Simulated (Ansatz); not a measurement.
**In₄: density, localisation and related maps**

```yaml
atoms:
  - { symbol: In, position_ang: [-0.2564, 2.1201, -0.1489] }
  - { symbol: In, position_ang: [0.2565, -2.1202, 0.1460] }
  - { symbol: In, position_ang: [-2.1256, -0.2541, 0.0436] }
  - { symbol: In, position_ang: [2.1256, 0.2542, -0.0408] }
```

Geometry: PBE0-D4/def2-SVP; core potentials replace the inner electrons of In.

The calculation used Ansatz 0.2.0, RKS PBE0-D4/def2-TZVP.

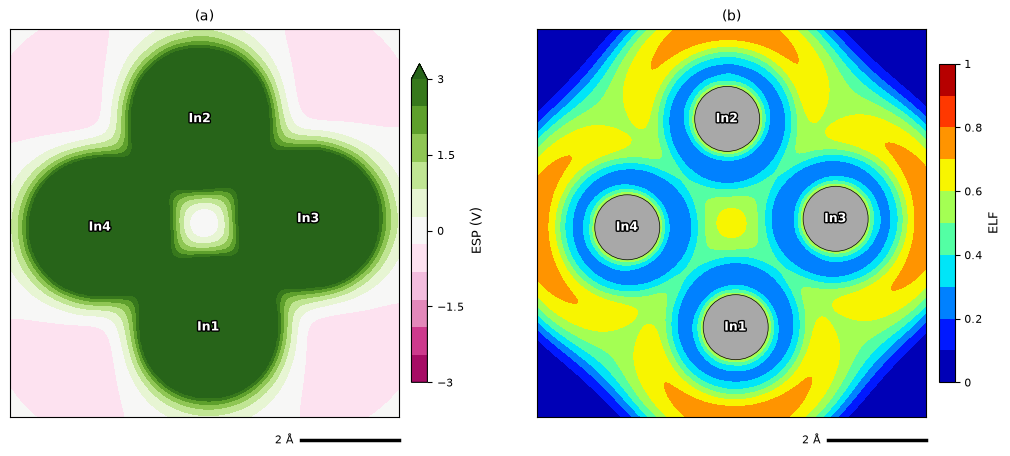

Figure 1. (a) electrostatic potential; (b) electron localisation function on the molecular plane. Grey discs cover the atomic cores in the ELF map.

### Describe what can be read from this map.

- Atoms in the plane: In.
- In–In (3.03 Å): the ELF is about 0.40 at the midpoint.
- Outside the dense part of the molecule the potential is most negative (−0.6 V) near In1, In2, In3 and In4.

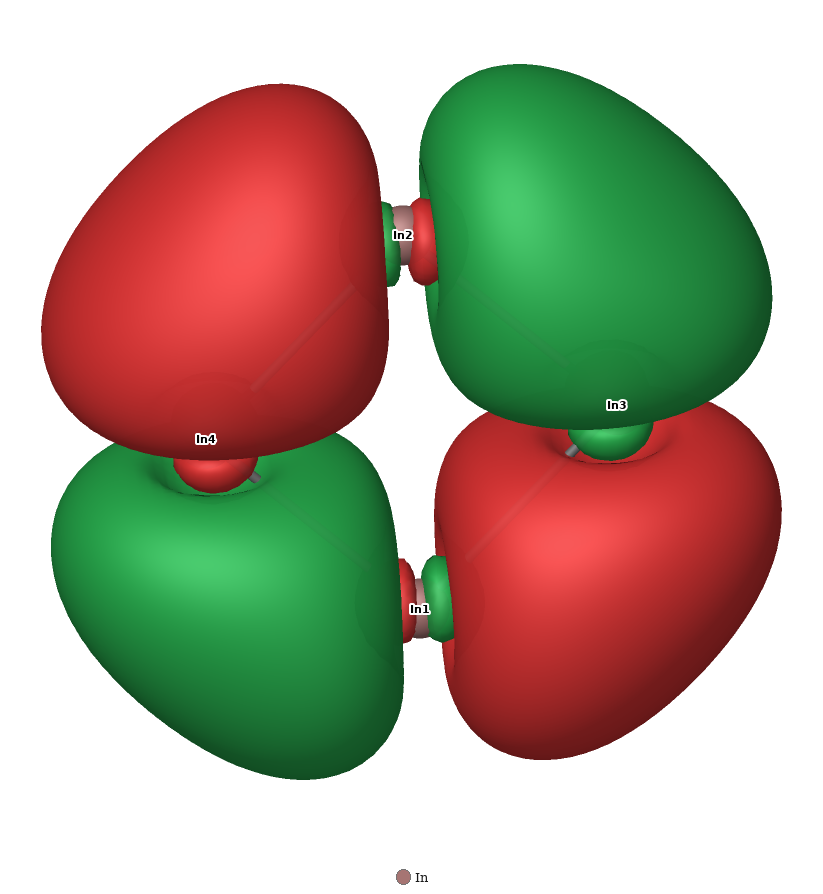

Figure 2. The HOMO−1 at ±0.04 Å⁻³ᐟ² (green and red are the two phases), seen at a tilt.

### What is the character of this orbital?

By Hirshfeld shares it lies mainly on In1 (about 25 %), In2 (about 25 %), In3 (about 25 %) and In4 (about 25 %); it is symmetric in the molecular plane (an in-plane orbital: σ, lone-pair or in-plane π type); it is gerade (even under inversion). Its energy is −4.47 eV.
